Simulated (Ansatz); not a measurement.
**AlSiH5O2 (SMILES O[SiH2][O][AlH2]) at revPBE/cc-pVDZ**

What is the energy change on altering one bond length of AlSiH5O2 at revPBE/cc-pVDZ? 

Program for the calculation: Ansatz 0.2.0.

75 further runs of the same task are left out: 75 set aside as unsound or not needed. Runs told in other sessions of the task aren't counted.

## (1) The molecule

AlSiH5O2: 9 atoms, total charge 0, spin state singlet. As SMILES, `O[SiH2][O][AlH2]`. Geometry: relaxed at PBE0-D4/def2-TZVP. This is one conformer, not always the lowest.

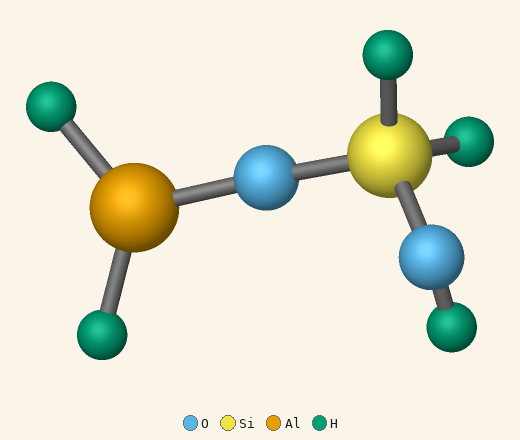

Viewed from a chosen angle; oxygen blue, silicon yellow, aluminium amber, hydrogen teal.

## (2) A single-point energy at revPBE/cc-pVDZ

molecule.yaml reads:

```yaml
crystal:
  periodic: [false, false, false]
  atoms:
    - {symbol: O, position_ang: [-0.795100, 1.829400, -0.898200]}
    - {symbol: Si, position_ang: [0.173000, 1.196700, 0.266900]}
    - {symbol: O, position_ang: [0.250800, -0.418900, 0.197700]}
    - {symbol: Al, position_ang: [0.325700, -2.080500, -0.060600]}
    - {symbol: H, position_ang: [-1.740800, 1.705800, -0.810900]}
    - {symbol: H, position_ang: [1.506100, 1.782800, 0.005000]}
    - {symbol: H, position_ang: [-0.337300, 1.564900, 1.614200]}
    - {symbol: H, position_ang: [-0.959500, -2.795700, -0.636800]}
    - {symbol: H, position_ang: [1.665600, -2.830600, 0.305400]}
basis:
  gaussian:
    orbitals: cc-pVDZ
hamiltonian:
  xc: {name: revPBE}
accuracy: high
output: {orbitals: {seedname: orbitals}}
```

On the command line:

```sh
$ ansatz run molecule.yaml --threads 1 --pin off --max-ram 3480MiB --events-out events.jsonl --progress --plain --runs-dir runs
```

Log:

```text
Warning: RAYON_NUM_THREADS=1 ignored (pool sized by the plan → 1); use --threads N
Functional definition: revPBE
  name "revPBE"
  parameter kappa = 1.245
  parameter beta = 0.06672455060314922
  exchange = pbe_x(kappa = kappa, mu = beta*pi^2/3)
  correlation = pbe_c(beta = beta)
2017 factors; integrals over basis functions are off by at most 3.9e-9 eV
mean field evaluation 1: about -18637.5029 eV, gradient 7.7e1 eV
mean field evaluation 2: about -18572.9273 eV, gradient 1.8e2 eV
mean field evaluation 4: about -18647.3474 eV, gradient 2.1e1 eV
mean field evaluation 8: about -18648.1405 eV, gradient 6.4e-1 eV
mean field evaluation 16: about -18648.1414 eV, gradient 4.4e-5 eV
mean field -18648.14143411 eV, -685.3065575393 hartree, gradient 6.5e-8 eV, S^2 0.000000; 0 other end points of the search recorded, 0 dependent functions left out
reference -18648.14143943 eV, -685.3065577350 hartree; 24, 24 occupied and 65, 65 virtual orbitals, 2017 factors
Total energy: -18648.14143943 eV, -685.3065577350 hartree
```

Wall time 8.4 s (1 thread of Arm Neoverse V2, shared host); peak memory 0.24 GiB.

## (3) The distorted shape, same level

molecule.yaml reads:

```yaml
crystal:
  periodic: [false, false, false]
  atoms:
    - symbol: O
      position_ang: [-0.718541, 1.774160, -1.100331]
    - symbol: Si
      position_ang: [0.249559, 1.141460, 0.064769]
    - symbol: O
      position_ang: [0.327359, -0.474140, -0.004431]
    - symbol: Al
      position_ang: [0.402259, -2.135740, -0.262731]
    - symbol: H
      position_ang: [-1.664241, 1.650560, -1.013031]
    - symbol: H
      position_ang: [1.582659, 1.727560, -0.197131]
    - symbol: H
      position_ang: [-0.337300, 1.564900, 1.614200]
    - symbol: H
      position_ang: [-0.882941, -2.850940, -0.838931]
    - symbol: H
      position_ang: [1.742159, -2.885840, 0.103269]
basis:
  gaussian:
    orbitals: cc-pVDZ
hamiltonian:
  xc: {name: revPBE}
accuracy: high
output:
  orbitals: {seedname: orbitals}
```

On the command line:

```sh
$ ansatz run molecule.yaml --threads 1 --pin off --max-ram 3480MiB --events-out events.jsonl --progress --plain --runs-dir runs
```

Log:

```text
Warning: RAYON_NUM_THREADS=1 ignored (pool sized by the plan → 1); use --threads N
Functional definition: revPBE
  name "revPBE"
  parameter kappa = 1.245
  parameter beta = 0.06672455060314922
  exchange = pbe_x(kappa = kappa, mu = beta*pi^2/3)
  correlation = pbe_c(beta = beta)
2011 factors; integrals over basis functions are off by at most 3.5e-9 eV
mean field evaluation 1: about -18637.2690 eV, gradient 7.7e1 eV
mean field evaluation 2: about -18570.9844 eV, gradient 1.8e2 eV
mean field evaluation 4: about -18647.1635 eV, gradient 2.0e1 eV
mean field evaluation 8: about -18647.9157 eV, gradient 7.8e-1 eV
mean field evaluation 16: about -18647.9173 eV, gradient 5.1e-5 eV
mean field -18647.91733795 eV, -685.2983221574 hartree, gradient 8.5e-8 eV, S^2 0.000000; 0 other end points of the search recorded, 0 dependent functions left out
reference -18647.91734330 eV, -685.2983223538 hartree; 24, 24 occupied and 65, 65 virtual orbitals, 2011 factors
Total energy: -18647.91734330 eV, -685.2983223538 hartree
```

Run time: 8.4 s. Hardware: 1 thread of Arm Neoverse V2, shared host; peak memory 0.23 GiB.

## (4) Results

At revPBE/cc-pVDZ:

| quantity | value |
| --- | --- |
| first shape: total energy | -685.30656 Eh |
| first shape: HOMO energy | -6.77 eV |
| first shape: LUMO energy | -1.82 eV |
| first shape: HOMO–LUMO gap | 4.95 eV |
| distorted shape: total energy | -685.29832 Eh |
| distorted shape: HOMO energy | -6.71 eV |
| distorted shape: LUMO energy | -1.87 eV |
| distorted shape: HOMO–LUMO gap | 4.84 eV |
| energy change with the Si2–H7 bond stretched from 1.487 to 1.710 Å | 0.224 eV |

In words: With the Si2–H7 bond stretched from 1.487 to 1.710 Å the energy rises by 0.22 eV (21.6 kJ/mol). The first shape isn't relaxed at this level, so the change isn't measured from a minimum.
